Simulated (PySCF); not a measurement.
# C4H7OPSi: magnetic properties

Aim: compute the magnetic properties of C4H7OPSi (`C=C1C[Si@@H](P)C1=O`).

Computed with PySCF 2.14.0 and routines of our own; the level stands in each step. Atoms count from 0.

### 1 The system as given

14 atoms, charge 0, multiplicity 1; geometry from: GFN2-xTB.

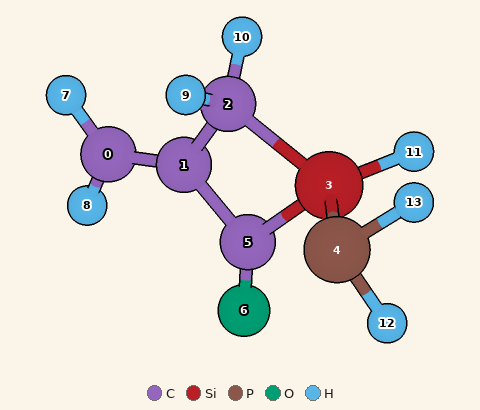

The starting geometry (carbon purple, silicon red, phosphorus brown, oxygen teal, hydrogen blue).

### 2 Magnetic properties: GIAO PBE0/pcSseg-1

What the job is given:

```
{"job": {"kind": "mag", "xc": "PBE0", "basis": "pcSseg-1", "isotopologues": 2}, "charge": 0, "multiplicity": 1}
C     -2.488372     0.614858    -0.405891
C     -1.248627     0.198718    -0.187200
C     -0.158539    -0.188372    -1.154325
Si     1.032424    -0.662891     0.285052
P      2.822474     0.673828     0.436403
C     -0.605189    -0.026843     1.129264
O     -1.035347     0.146957     2.239774
H     -2.890423     0.737717    -1.398896
H     -3.141073     0.843363     0.420649
H      0.153421     0.653349    -1.772405
H     -0.469966    -0.982653    -1.829989
H      1.257582    -2.108895     0.422504
H      3.049064     0.394805     1.774293
H      3.721893    -0.294414     0.018601
```

With the program's defaults for keys left out, this is: GIAO PBE0/pcSseg-1 magnetisability, rotational g tensor and spin-rotation constants, non-relativistic, gas phase.

The run is started by

```sh
$ OMP_NUM_THREADS=1 python excited_run.py task.json out
```

One launch serves the whole session: the jobs run in the order shown.

What it wrote:

```text
coarse grid: 13024 points
cycle   1  E = -861.9123696924  dE =  9.597e-01  |g| = 7.537e-01  |ddm| = 3.603e+00
cycle   2  E = -861.4387422311  dE =  4.736e-01  |g| = 1.683e+00  |ddm| = 2.760e+00
cycle   3  E = -862.0254388097  dE = -5.867e-01  |g| = 1.772e-01  |ddm| = 2.225e+00
cycle   4  E = -862.0318607658  dE = -6.422e-03  |g| = 8.521e-02  |ddm| = 2.684e-01
cycle   5  E = -862.0336295167  dE = -1.769e-03  |g| = 1.846e-02  |ddm| = 1.106e-01
cycle   6  E = -862.0337004370  dE = -7.092e-05  |g| = 8.938e-03  |ddm| = 2.306e-02
cycle   7  E = -862.0337186379  dE = -1.820e-05  |g| = 2.663e-03  |ddm| = 9.008e-03
cycle   8  E = -862.0337204388  dE = -1.801e-06  |g| = 6.283e-04  |ddm| = 4.204e-03
final grid: 117496 points
cycle   9  E = -862.0855859714  dE = -6.692e-06  |g| = 1.212e-02  |ddm| = 2.699e-02
cycle  10  E = -862.0854872714  dE =  9.870e-05  |g| = 2.551e-02  |ddm| = 3.238e-02
cycle  11  E = -862.0856153320  dE = -1.281e-04  |g| = 1.989e-03  |ddm| = 2.302e-02
cycle  12  E = -862.0856162353  dE = -9.032e-07  |g| = 2.236e-04  |ddm| = 2.089e-03
cycle  13  E = -862.0856162455  dE = -1.028e-08  |g| = 1.232e-04  |ddm| = 4.385e-04
cycle  14  E = -862.0856162494  dE = -3.873e-09  |g| = 3.633e-05  |ddm| = 1.743e-04
cycle  15  E = -862.0856162497  dE = -3.265e-10  |g| = 1.269e-05  |ddm| = 4.652e-05
converged SCF energy = -862.0856162497

Magnetisability tensor (1e-30 J/T^2)
    -1192.03      -65.40      -24.69
      -65.40    -1292.27       -5.07
      -24.69       -5.07     -951.71
isotropic -1145.34   principal values   -1325.19  -1161.63   -949.19
isotropic susceptibility -68.974 1e-6 cm^3/mol

Inertial axes            a          b          c
rot. const./GHz      3.2618     1.1072     0.9452
chi total           -71.993    -57.281    -77.648
chi diamagnetic    -478.958  -1161.240  -1342.029
chi paramagnetic    406.966   1103.959   1264.381
quadrupole/D A        6.951     -4.337     -2.614
g nuclear            0.5726     0.5527     0.5517
g electronic        -0.6236    -0.5742    -0.5615
g total             -0.0510    -0.0215    -0.0098

Spin-rotation constants (kHz, H = +C I.J)
atom  isotope        aa         bb         cc
  4    31P        2.767      0.760      0.890
  7     1H       -0.231      0.050     -0.104
  8     1H       -0.087      0.017     -0.099
  9     1H       -0.336     -0.052     -0.035
 10     1H       -0.332     -0.031     -0.052
 11     1H       -0.267     -0.108      0.054
 12     1H       -0.332     -0.003     -0.103
 13     1H       -0.167     -0.119     -0.051
  0    13C*       1.048      0.462      0.137
  1    13C*       1.113      0.556      0.228
  2    13C*       0.417      0.191      0.125
  3   29Si*      -2.090     -0.568     -0.684
  5    13C*       1.608      0.671      0.282
  6    17O*      -1.983     -1.577     -0.133
* in the singly substituted isotopologue

Isotopologues: g along a, b, c
2H    at 7,8,9,10,11,12    -0.0458    -0.0192    -0.0088
13C   at 0                 -0.0510    -0.0211    -0.0096
```

It took 43 s on 1 thread of Arm Neoverse N1, shared host; peak memory 0.77 GiB.

Key values:

```csv
quantity,value
magnetisability,-1145·10⁻³⁰ J/T²
molar susceptibility,-69.0·10⁻⁶ cm³/mol
"rotational g (a, b, c)","-0.0510, -0.0215, -0.0098"
```

### 3 Magnetic properties: common gauge origin PBE0/ANO-RCC-VDZP

The job, as its differences from that of step 2:

```diff
@@ -1,2 +1,2 @@
-{"job": {"kind": "mag", "xc": "PBE0", "basis": "pcSseg-1", "isotopologues": 2}, "charge": 0, "multiplicity": 1}
+{"job": {"kind": "mag", "xc": "PBE0", "basis": "ANO-RCC-VDZP", "gauge": [0, 0, 0]}, "charge": 0, "multiplicity": 1}
 C     -2.488372     0.614858    -0.405891
```

Method: common gauge origin PBE0/ANO-RCC-VDZP magnetisability, rotational g tensor and spin-rotation constants, non-relativistic, gas phase.

What it wrote:

```text
coarse grid: 13024 points
cycle   1  E = -861.7835448520  dE =  9.863e-01  |g| = 7.309e-01  |ddm| = 5.191e+00
cycle   2  E = -861.2760386937  dE =  5.075e-01  |g| = 1.700e+00  |ddm| = 2.409e+00
cycle   3  E = -861.8991484755  dE = -6.231e-01  |g| = 1.680e-01  |ddm| = 1.848e+00
cycle   4  E = -861.9052034752  dE = -6.055e-03  |g| = 8.215e-02  |ddm| = 2.782e-01
cycle   5  E = -861.9068875047  dE = -1.684e-03  |g| = 1.693e-02  |ddm| = 9.672e-02
cycle   6  E = -861.9069549369  dE = -6.743e-05  |g| = 7.752e-03  |ddm| = 2.369e-02
cycle   7  E = -861.9069683560  dE = -1.342e-05  |g| = 2.619e-03  |ddm| = 9.372e-03
cycle   8  E = -861.9069702354  dE = -1.879e-06  |g| = 5.989e-04  |ddm| = 3.774e-03
final grid: 117496 points
cycle   9  E = -861.9055579302  dE = -7.730e-06  |g| = 1.088e-02  |ddm| = 3.460e-02
cycle  10  E = -861.9054743426  dE =  8.359e-05  |g| = 2.277e-02  |ddm| = 2.951e-02
cycle  11  E = -861.9055837537  dE = -1.094e-04  |g| = 2.052e-03  |ddm| = 2.038e-02
cycle  12  E = -861.9055848113  dE = -1.058e-06  |g| = 1.559e-04  |ddm| = 2.289e-03
cycle  13  E = -861.9055848171  dE = -5.816e-09  |g| = 9.241e-05  |ddm| = 3.255e-04
cycle  14  E = -861.9055848194  dE = -2.319e-09  |g| = 3.299e-05  |ddm| = 1.420e-04
cycle  15  E = -861.9055848197  dE = -2.879e-10  |g| = 1.187e-05  |ddm| = 4.694e-05
converged SCF energy = -861.9055848197

Magnetisability tensor (1e-30 J/T^2)
    -2977.17      347.42       13.30
      347.42    -8626.30       19.03
       13.30       19.03    -8098.74
isotropic -6567.40   principal values   -8648.19  -8098.18  -2955.85
isotropic susceptibility -395.498 1e-6 cm^3/mol

Inertial axes            a          b          c
rot. const./GHz      3.2618     1.1072     0.9452
chi total          -179.036   -487.422   -520.037
chi diamagnetic    -477.554  -1159.732  -1341.207
chi paramagnetic    298.518    672.309    821.170
quadrupole/D A        6.680     -4.785     -1.895
g nuclear            0.5726     0.5527     0.5517
g electronic        -0.4575    -0.3497    -0.3646
g total              0.1152     0.2030     0.1870

Spin-rotation constants (kHz, H = +C I.J)
atom  isotope        aa         bb         cc
  4    31P        2.772      0.573      0.592
  7     1H       -0.073      0.188      0.031
  8     1H       -0.435      0.252     -0.030
  9     1H       -0.302     -0.416     -0.204
 10     1H       -0.017     -0.212     -0.115
 11     1H        0.375      0.005     -0.093
 12     1H       -0.662      0.131      0.076
 13     1H       -0.761      0.458      0.577
  0    13C*       0.949      0.439      0.111
  1    13C*       0.918      0.426      0.112
  2    13C*       0.269      0.053      0.020
  3   29Si*      -1.884     -0.452     -0.588
  5    13C*       1.306      0.553      0.105
  6    17O*      -1.986     -1.501     -0.121
* in the singly substituted isotopologue
```

Wall time 24 s (1 thread of Arm Neoverse N1, shared host); peak memory 0.7 GiB.

The run ended normally, but its values are not to be used for the molecule: a common gauge origin replaces GIAOs, so the magnetic properties depend on where the origin lies.

### 4 Results

```
                                           quantity                               value
       magnetisability (step 2, GIAO PBE0/pcSseg-1)                    -1145·10⁻³⁰ J/T²
  molar susceptibility (step 2, GIAO PBE0/pcSseg-1)                  -69.0·10⁻⁶ cm³/mol
rotational g (a, b, c) (step 2, GIAO PBE0/pcSseg-1)           -0.0510, -0.0215, -0.0098
                                               runs  0 failed, 1 ended on unsound input
```

The values above hold for this geometry and these levels alone. Vibrational averaging and real surroundings are missing from these values.
